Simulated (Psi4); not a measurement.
# CCSD(T)/def2-TZVP run of SiNH5 (SMILES [SiH3]N)

Aim: the vertical singlet–triplet gap of SiNH5 at CCSD(T)/def2-TZVP, from 2 runs. Input form: a Python script.

Program for the calculation: Psi4 1.11.

## (1) Starting point

The species is SiNH5 (7 atoms), meant as a singlet with charge 0. SMILES: `[SiH3]N`. Geometry: relaxed at PBE0-D4/def2-TZVP.

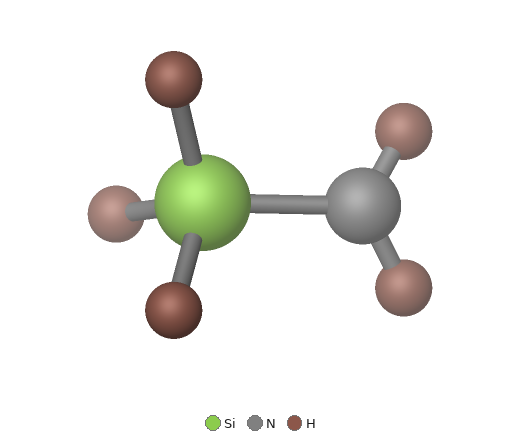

The structure, seen from a chosen angle (silicon green, nitrogen grey, hydrogen brown).

## (2) The energy at CCSD(T)/def2-TZVP

job.py reads:

```python
import psi4

psi4.set_memory(2200000000)
psi4.set_num_threads(1)
psi4.set_output_file('psi4.out', False)

molecule = psi4.geometry("""
Si    -0.413010    -0.292700    -0.422350
N      0.611760     0.348670     0.801280
H     -0.018320    -1.706330    -0.653330
H     -1.813170    -0.217090     0.068940
H     -0.367930     0.402730    -1.743970
H      0.391580     1.238230     1.219480
H      1.609100     0.226510     0.729930
units angstrom
symmetry c1
no_reorient
no_com
""")

psi4.set_options({
    'puream': True,
    'e_convergence': 1e-09,
    'd_convergence': 1e-08,
    'scf_type': 'pk',
    'num_frozen_docc': 6,
})

e, wfn = psi4.energy("ccsd(t)/def2-TZVP", molecule=molecule, return_wfn=True)
print('E =', round(e, 9))
```

Run with:

```console
$ python job.py
```

psi4.out:

```text
[...]
  Running in c1 symmetry.
[...]
  Nuclear repulsion =   64.839844758789525
[...]
  Multiplicity = 1
[...]
  Nalpha       = 13
  Nbeta        = 13
[...]
    Number of basis functions: 98
[...]
   @RHF iter   1:  -346.24172814099131   -5.43308e-01   4.79128e-03 ADIIS/DIIS
[...]
   @RHF iter  10:  -346.34807626167202   -3.84830e-11   9.52819e-09 DIIS
[...]
    Orbital Energies [Eh]
    ---------------------
    Doubly Occupied:
       1A    -68.772605     2A    -15.536074     3A     -6.120314
       4A     -4.227129     5A     -4.227045     6A     -4.226601
       7A     -1.137010     8A     -0.719044     9A     -0.659520
      10A     -0.554373    11A     -0.491240    12A     -0.473225
      13A     -0.401499
[...]
  @RHF Final Energy:  -346.34807626167202
   => Energetics <=
    Nuclear Repulsion Energy =             64.8398447587895248
    One-Electron Energy =                -607.2844842784647881
    Two-Electron Energy =                 196.0965632580033002
    Total Energy =                       -346.3480762616720199
[...]
 Multipole Moments:
 ------------------------------------------------------------------------------------
     Multipole            Electronic (a.u.)      Nuclear  (a.u.)        Total (a.u.)
 ------------------------------------------------------------------------------------
 L = 1.  Multiply by 2.5417464519 to convert [e a0] to [Debye]
 Dipole X            :          3.5667088           -3.2098132            0.3568956
 Dipole Y            :          3.6277828           -3.2372142            0.3905686
 Dipole Z            :          1.3709849           -1.2904751            0.0805098
 Magnitude           :                                                    0.5351636
[...]
      * MP2 total energy                      = -346.683981302114091
[...]
      * CCSD total energy                     = -346.716876470920624
[...]
      * CCSD(T) total energy                  = -346.728309774346826
```

Standard output:

```text
E = -346.728309774
```

Run time: 66 s. Hardware: 1 thread of Intel Xeon at 2.50GHz (Skylake/Cascade Lake), shared host; peak memory 0.99 GiB.

## (3) The triplet at the same level

job.py reads:

```python
import psi4

psi4.set_memory(2200000000)
psi4.set_num_threads(1)
psi4.set_output_file('output.dat', False)

m = psi4.geometry("""
0 3
Si
N 1 1.72011
H 1 1.48576 2 107.8841
H 1 1.485776 3 110.49742 2 -117.72845
H 1 1.4941 3 107.29691 4 -116.66494
H 2 1.007317 1 119.62944 3 -168.63249
H 2 1.007324 6 110.66576 1 145.30845
units angstrom
symmetry c1
no_reorient
no_com
""")

options = {'reference': 'uhf', 'puream': True, 'e_convergence': 1e-09, 'd_convergence': 1e-08, 'scf_type': 'pk', 'num_frozen_docc': 6, 'maxiter': 100}
psi4.set_options(options)

E, wfn = psi4.energy('ccsd(t)/def2-TZVP', return_wfn=True)
print(f'total energy {E:.8f} hartree = {E * 27.211386:.5f} eV')
for k, v in sorted(psi4.core.scalar_variables().items()):
    print(f'{k:45s} {v:18.10f}')
```

Run with:

```console
$ python job.py
```

output.dat:

```text
[...]
  Running in c1 symmetry.
[...]
  Nuclear repulsion =   64.839848001921297
[...]
  Multiplicity = 3
[...]
  Nalpha       = 14
  Nbeta        = 12
[...]
    Number of basis functions: 98
[...]
   @UHF iter   1:  -345.97657748531600   -2.78158e-01   4.31441e-03 ADIIS/DIIS
[...]
   @UHF iter  18:  -346.14211918798810   -1.59730e-11   7.92031e-09 DIIS
[...]
   @S^2 Observed:                2.010127083E+00
[...]
    Orbital Energies [Eh]
    ---------------------
    Alpha Occupied:
       1A    -68.808314     2A    -15.707315     3A     -6.158457
       4A     -4.267115     5A     -4.264182     6A     -4.263965
       7A     -1.327746     8A     -0.805745     9A     -0.787682
      10A     -0.682530    11A     -0.637946    12A     -0.497251
      13A     -0.493730    14A     -0.124444
    Alpha Virtual:
      15A      0.116980    16A      0.122257    17A      0.146700
      18A      0.162463    19A      0.174675    20A      0.263795
      21A      0.277465    22A      0.314494    23A      0.322970
      24A      0.338561    25A      0.370138    26A      0.387630
[...]
  @UHF Final Energy:  -346.14211918798810
   => Energetics <=
    Nuclear Repulsion Energy =             64.8398480019212968
    One-Electron Energy =                -605.3873514072065518
    Two-Electron Energy =                 194.4053842172971542
    Total Energy =                       -346.1421191879881007
  UHF NO Occupations:
  HONO-2 :   12  A 1.9971264
  HONO-1 :   13  A 1.0000000
[...]
 Multipole Moments:
 ------------------------------------------------------------------------------------
     Multipole            Electronic (a.u.)      Nuclear  (a.u.)        Total (a.u.)
 ------------------------------------------------------------------------------------
 L = 1.  Multiply by 2.5417464519 to convert [e a0] to [Debye]
 Dipole X            :          0.5158563           -0.3494316            0.1664247
 Dipole Y            :          0.3009770           -0.2036476            0.0973294
 Dipole Z            :          0.0190170           -0.0154138            0.0036032
 Magnitude           :                                                    0.1928294
[...]
      * MP2 total energy                      = -346.446315907092242
[...]
      * CCSD total energy                     = -346.489661806706692
[...]
      * CCSD(T) total energy                     = -346.501624448118093
```

Wall time 3.5 min (1 thread of Intel Xeon at 2.50GHz (Skylake/Cascade Lake), shared host); peak memory 1 GiB.

## (4) Results

At CCSD(T)/def2-TZVP, 6 core orbitals frozen:

| quantity | value |
| --- | --- |
| singlet: total energy | -346.72831 Eh |
| singlet: HOMO energy (Hartree–Fock orbitals) | -10.93 eV |
| singlet: LUMO energy (Hartree–Fock orbitals) | 3.05 eV |
| singlet: HOMO–LUMO gap (Hartree–Fock orbitals) | 13.98 eV |
| singlet: correlation energy (6 core orbitals frozen) | -380.2 mEh |
| singlet: (T) correction | -11.43 mEh |
| singlet: T1 diagnostic | 0.010 |
| triplet: total energy | -346.50162 Eh |
| triplet: HOMO energy (Hartree–Fock orbitals) (highest over α and β) | -3.39 eV |
| triplet: LUMO energy (Hartree–Fock orbitals) (lowest over α and β) | -0.62 eV |
| triplet: correlation energy (6 core orbitals frozen) | -359.5 mEh |
| triplet: (T) correction | -11.96 mEh |
| triplet: ⟨S²⟩ of the reference determinant | 2.010 |
| triplet: T1 diagnostic | 0.051 |
| vertical energy of the triplet above the singlet | 6.168 eV |

What this shows: At this shape the triplet lies 6.17 eV (142 kcal/mol) above the singlet. The triples (singlet) make up 3.0 % of the correlation energy. The T1 diagnostic (triplet) of 0.051 is above the customary mark for such species, so a single reference may not serve. The triples (triplet) make up 3.3 % of the correlation energy.
